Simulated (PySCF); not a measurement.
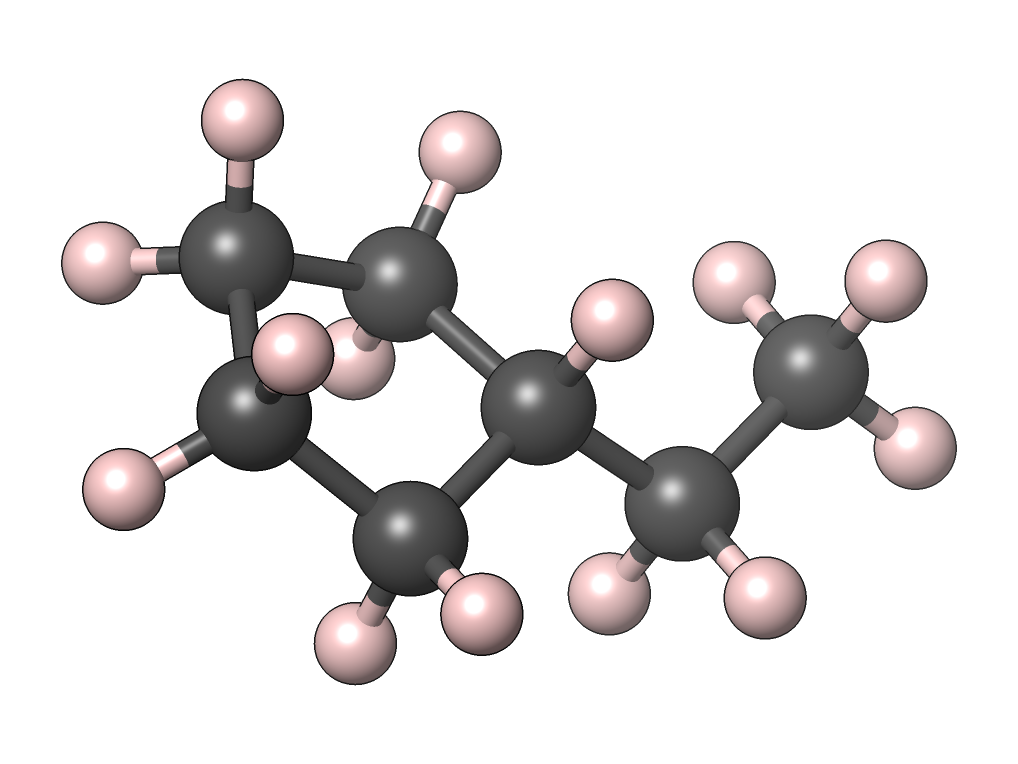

The picture shows a molecular structure as a ball-and-stick model. Every bond is drawn as one stick, whatever its order. Colours: carbon dark grey, hydrogen pink.

What does the picture show?

Formula C7H14. SMILES: `CCC1CCCC1`. Independent rings (smallest set): 1 of 5 members. The point group is C1. Coordination: 7 C tetrahedral.

The parts below concern this one geometry. Atoms keep their numbers from picture to picture. The geometry was computed by an optimisation with PBE0-D3(BJ)/def2-SVP. No frequency run is at hand to confirm it as a minimum.

## Geometry

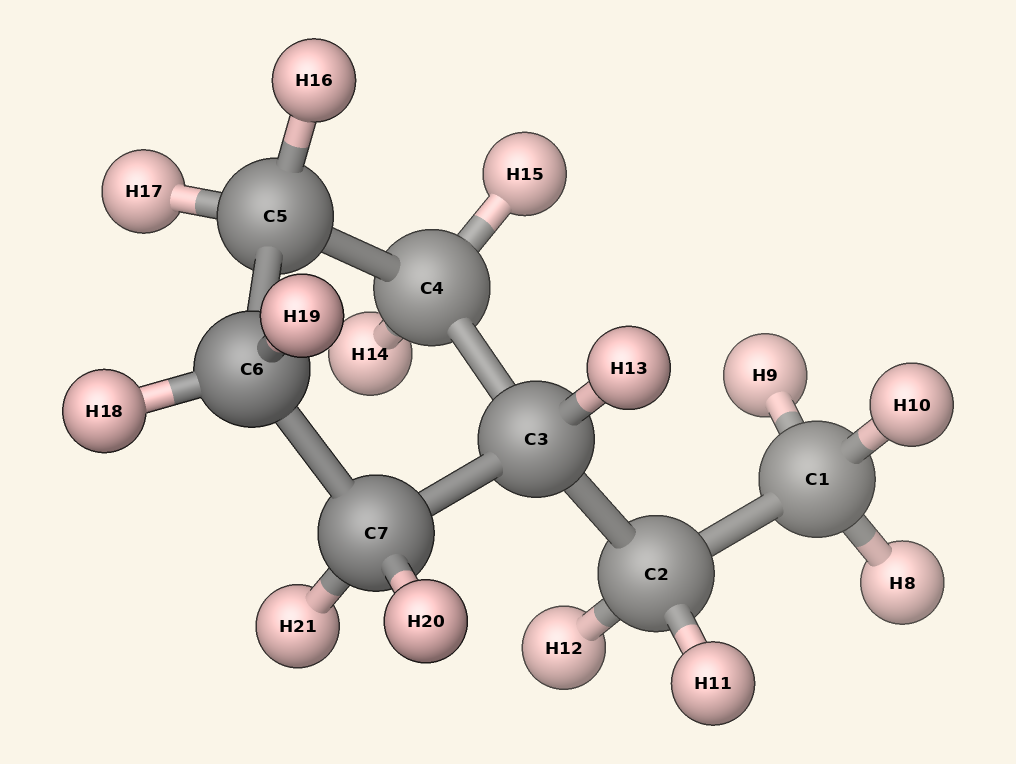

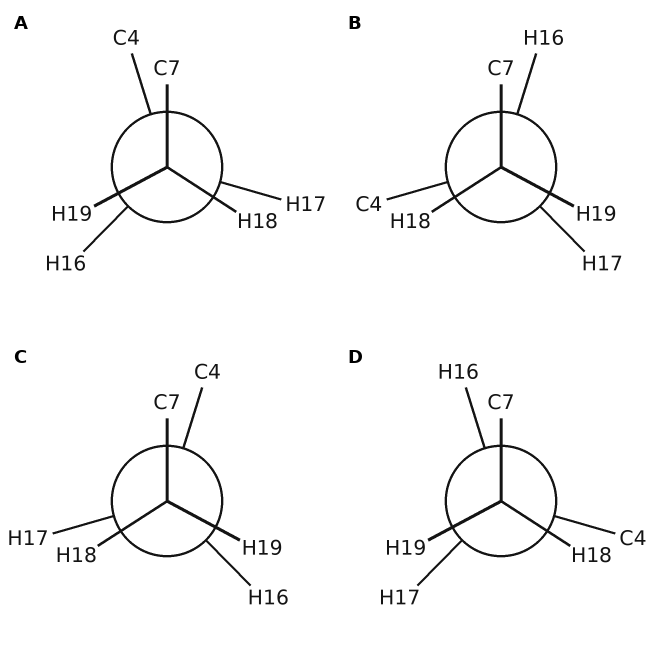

Atoms fade into the background with distance from the viewer. Bonds that would overlap in a projection are set slightly apart. No frequency run is at hand to confirm it as a minimum.

Which Newman projection shows the view along C6–C5, with C6 in front?

A. The torsion angle C7–C6–C5–C4 is −7°, synperiplanar (eclipsed).

## Ring current

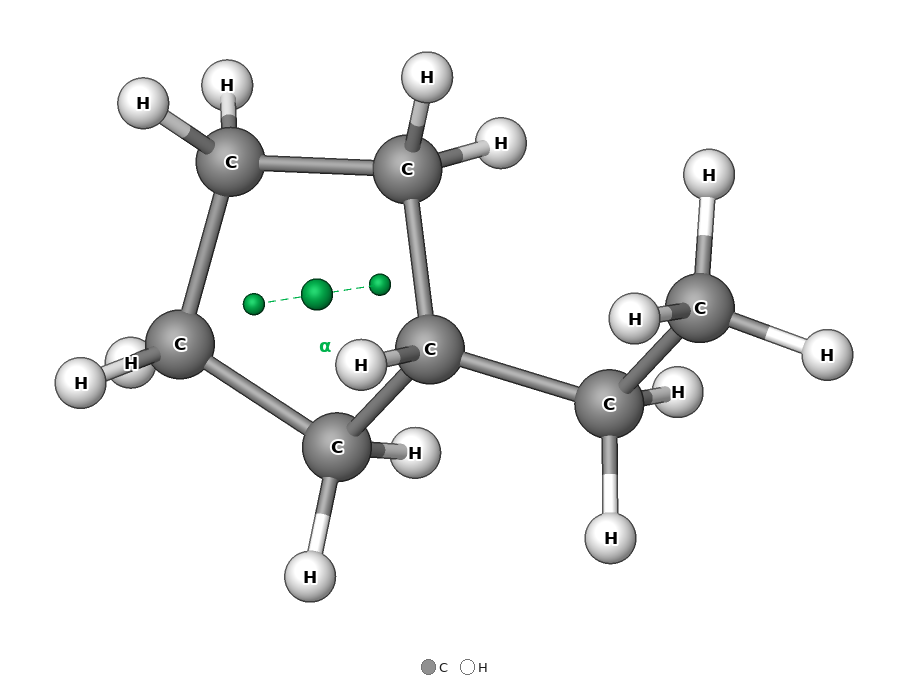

The small points mark where nucleus-independent chemical shifts (NICS) were computed: at the centre of each lettered ring and 1 Å above and below it. No frequency run is at hand to confirm it as a minimum. Level of theory: GIAO PBE0/pcSseg-1 NMR shielding, non-relativistic, gas phase (PySCF 2.14.0).

Give NICS(0), NICS(1) and the out-of-plane component NICS(1)zz for each ring (means of the two sides).

```
ring  members  NICS(0)  NICS(1)  NICS(1)zz
   α       C5     −5.2     −3.9       −3.3
```

Values in ppm.

What do the values say about the ring currents?

Ring α: weak, as in a non-aromatic ring. NICS is one index among several.

## NMR shielding

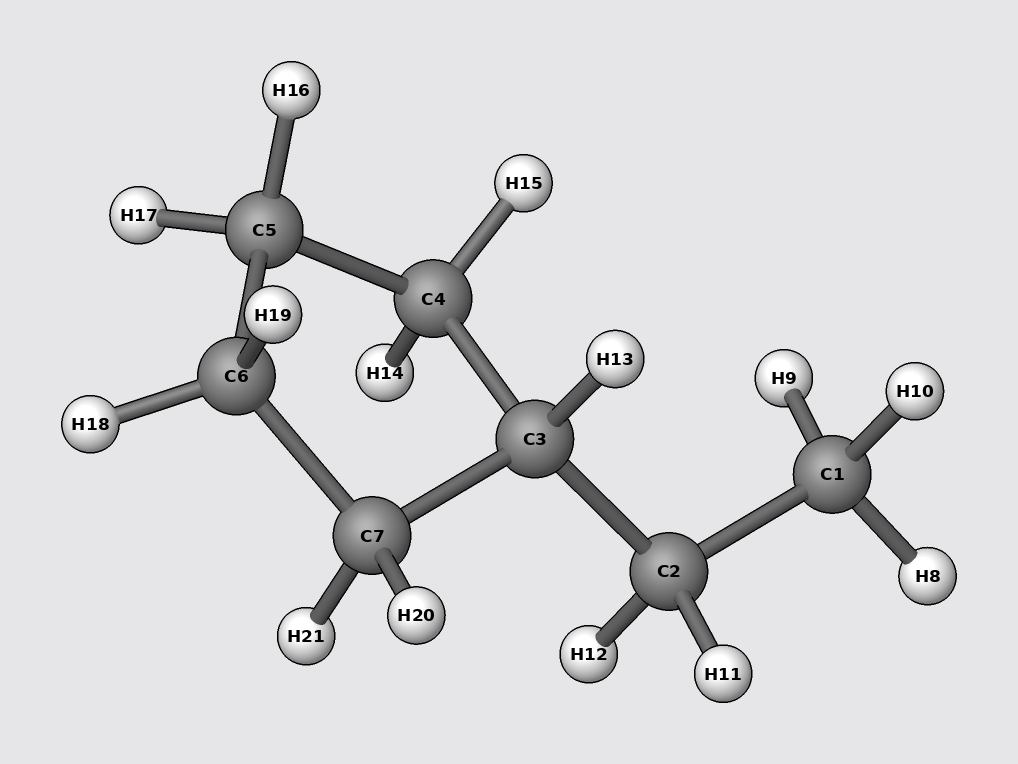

The questions are on isotropic NMR shieldings of the H atoms. No frequency run is at hand to confirm it as a minimum. Method: GIAO PBE0/pcSseg-1 NMR shielding, non-relativistic, gas phase (PySCF 2.14.0).

Which H atom is the most shielded (lowest chemical shift)?

H14 (30.56 ppm).

Which H atom is the least shielded (highest chemical shift)?

H15 (29.48 ppm).

How wide is the range of H shifts?

1.08 ppm.

Give the isotropic NMR shieldings of the H atoms atom by atom.

```
atom  σ (ppm)
  H8    30.16
  H9    30.27
 H10    30.45
 H11    29.66
 H12    30.46
 H13    30.03
 H14    30.56
 H15    29.48
 H16    29.68
 H17    29.63
 H18    29.65
 H19    29.74
 H20    29.71
 H21    30.38
```

## Electronic properties

No frequency run is at hand to confirm it as a minimum. Method: PBE0/pcSseg-1, gas phase (PySCF 2.14.0).

Give the HOMO energy (Kohn–Sham orbital) at this level.

−8.63 eV.

Give the dipole moment at this level.

0.06 D.

Estimate the HOMO–LUMO gap.

10.01 eV.
